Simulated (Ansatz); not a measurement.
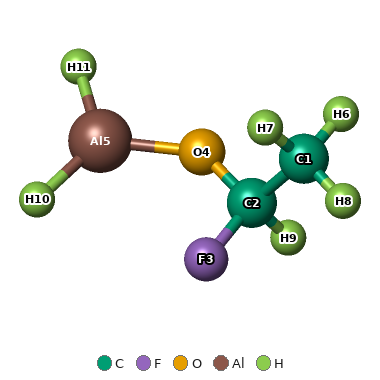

The system is C2H6AlFO, SMILES CC(F)[O][AlH2]; the picture shows the reference structure. Coordinates scanned: (1) dihedral C1–C2–O4–Al5; (2) dihedral C2–O4–Al5–H10. Nothing is relaxed (all other coordinates rigid). Grid: 9 × 9 points. Points are written as (first, second). All energies are given in meV relative to the lowest grid point. All numbers below come from RKS r2SCAN-D4/def2-SVP in Ansatz.

Its coordinates:

```xyz
11

C    -1.0250    0.2846    1.2873
C    -0.6339    0.4145   -0.1650
F     0.0963    1.5969   -0.3151
O     0.1231   -0.6440   -0.5850
Al    1.6882   -0.8841   -1.2517
H    -1.6102   -0.6337    1.4379
H    -0.1143    0.2314    1.9032
H    -1.6224    1.1515    1.6039
H    -1.5207    0.5219   -0.8212
H     2.6737    0.3114   -1.5587
H     2.0106   -2.4073   -1.5149
```

Range: dihedral C1–C2–O4–Al5 from −180 to 140°; dihedral C2–O4–Al5–H10 from −180 to 140°.

**What will the energy surface look like?**

The lowest grid point is at (−140°, −20°). The bottom of the well lies between grid points, at about (−120°, 0°), about 12 meV lower on the interpolated surface. A higher local minimum lies near (−100°, −180°) (60 meV above the lowest at that grid point). The highest grid point, (60°, 100°), lies 295 meV above the lowest. On the interpolated surface the easiest way out of the lowest well to the well at about (−100°, −165°) passes a barrier of about 114 meV, counted from the interpolated bottom of the well. Round the minimum the valley is somewhat tilted: raising dihedral C1–C2–O4–Al5 shifts the best value of dihedral C2–O4–Al5–H10 upwards (coupling k₁₂/√(k₁₁k₂₂) about −0.3).

```
dihedral C2–O4–Al5–H10 ↓, dihedral C1–C2–O4–Al5 →  −180  −140  −100  −60  −20   20   60  100  140
                                              140    84    68    92  130  199  244  221  197  136
                                              100   146   103   116  171  231  286  295  279  225
                                               60   132    75    70  126  183  224  245  234  204
                                               20    56     9     1   45  125  142  146  130  101
                                              −20    35     0     7   47  129  166  153  139   84
                                              −60   110    66    74  122  188  247  255  246  188
                                             −100   174   113   108  158  206  260  286  286  254
                                             −140   142    93    69  114  176  189  200  192  182
                                             −180    75    62    60   81  175  184  152  131   95
```

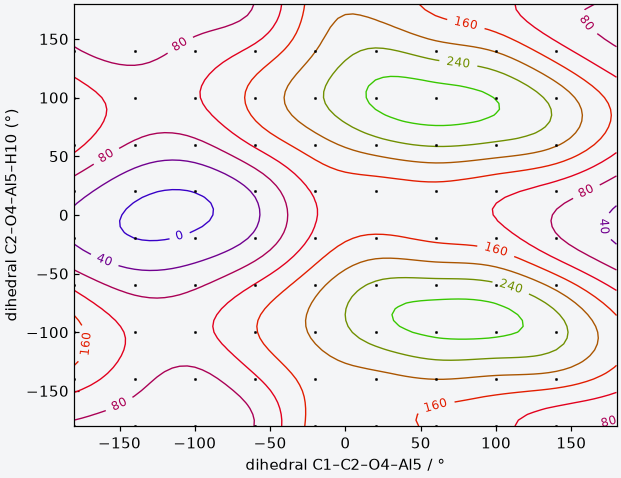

Drawn: contour lines labelled in meV, dots at the grid points. Between grid points the surface is interpolated.

Time for the 81 points that were run: 10 min on 1 thread of Arm Neoverse V2 (shared host).
